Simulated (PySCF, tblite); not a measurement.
**C₆H₁₆N₂Si: geometry, infrared bands and NMR shifts**

Wanted: the infrared bands and NMR shifts of C₆H₁₆N₂Si (`C=CCNN(C)[SiH](C)C`), by calculation.

The runs use tblite 0.8.0 and PySCF 2.14.0, with density-fitted response routines of our own; the level of theory stands in each step. All values are computed, except where a source is named. Atoms count from 0, in the outputs and in this text.

### 1 Starting geometry

25 atoms, charge 0, multiplicity 1; geometry from: force field or distance geometry start.

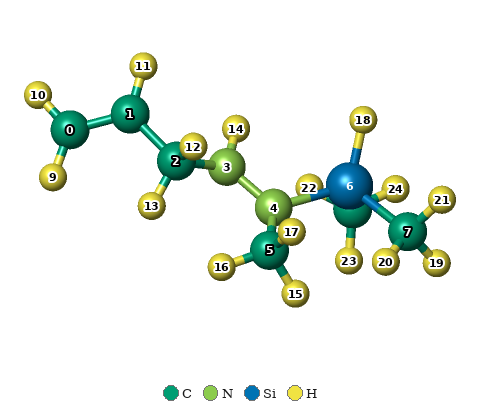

As it starts; carbon teal, nitrogen green, silicon blue, hydrogen yellow, atoms numbered.

### 2 Geometry optimisation with GFN2-xTB

What the job is given:

```
{"job": {"kind": "relax", "xc": "GFN2-xTB", "basis": "xTB"}, "charge": 0, "multiplicity": 1}
C      4.258400     0.308000     0.770300
C      3.252000     0.340700    -0.126400
C      2.022900    -0.492100     0.059600
N      0.863300     0.344700     0.112600
N     -0.354900    -0.216500     0.282700
C     -0.487200    -1.588600     0.597700
Si    -1.720600     0.545900    -0.539900
C     -3.101900    -0.692800    -0.689300
C     -2.231000     1.955500     0.606200
H      4.211000    -0.307900     1.672400
H      5.127300     0.917700     0.610100
H      3.373000     0.981700    -0.985500
H      1.955700    -1.228300    -0.769800
H      2.140500    -1.057200     1.001000
H      0.925200     1.242200    -0.377500
H     -1.408800    -1.662100     1.259800
H      0.332200    -2.005700     1.214400
H     -0.635400    -2.204000    -0.312900
H     -1.415200     1.106800    -1.842300
H     -4.022300    -0.404500    -0.140400
H     -2.824300    -1.697200    -0.309000
H     -3.429400    -0.793400    -1.759700
H     -1.272800     2.504800     0.816500
H     -2.612400     1.557600     1.576100
H     -2.956200     2.569000     0.060800
```

Launch:

```sh
> OMP_NUM_THREADS=1 python probes_run.py task.json out
```

The driver reads the jobs from task.json and runs them one after another.

**Question.** This job is followed by: GFN2-xTB harmonic vibrations, gas phase; GIAO PBE0/pcSseg-1 NMR shielding, non-relativistic, gas phase. Predict these results of the whole session: strongest single infrared mode (GFN2-xTB); zero-point energy (GFN2-xTB); 13C shifts against TMS (PBE0/pcSseg-1, means over atoms taken as alike); 1H shifts against TMS (PBE0/pcSseg-1, means over atoms taken as alike); 15N shifts against NH3 (PBE0/pcSseg-1); 29Si shifts against TMS (PBE0/pcSseg-1); surface potential, least and greatest.

**Answer**, as computed:

| quantity | value |
| --- | --- |
| strongest single infrared mode (GFN2-xTB) | 2083 cm⁻¹, 365 km/mol |
| zero-point energy (GFN2-xTB) | 132.4 kcal/mol |
| 13C shifts against TMS (PBE0/pcSseg-1, means over atoms taken as alike) | 143.0, 123.7, 55.3, 38.7, -3.1 ppm |
| 1H shifts against TMS (PBE0/pcSseg-1, means over atoms taken as alike) | 5.91, 5.60, 5.42, 5.40, 3.54, 3.07, 2.79, 0.13 ppm |
| 15N shifts against NH3 (PBE0/pcSseg-1) | 104.2, 75.7 ppm |
| 29Si shifts against TMS (PBE0/pcSseg-1) | -17.6 ppm |
| surface potential, least and greatest | -1.44 V and 1.17 V |

The optimisation took 263 steps and gained 1.394 eV; among the close pairs (by a distance rule), N3–N4 changed most, from 1.352 to 1.416 Å. All 69 modes are real, so the xTB geometry is a minimum. The strongest single mode, at 2083 cm⁻¹, moves mainly H18. GFN2-xTB is a fitted tight-binding method: band positions and strengths are rough. Its intensities can rank the bands wrongly. C1 (alkene CH) lies farthest downfield among carbon, at 143.0 ppm; the olefinic region. H11 (hydrogen on an alkene CH) lies farthest downfield among hydrogen, at 5.91 ppm; attached to an sp2 carbon and in the plane of the double bond. At PBE0/pcSseg-1: Shielding is most anisotropic at C1 (span 235 ppm, paramagnetic term -213 ppm).
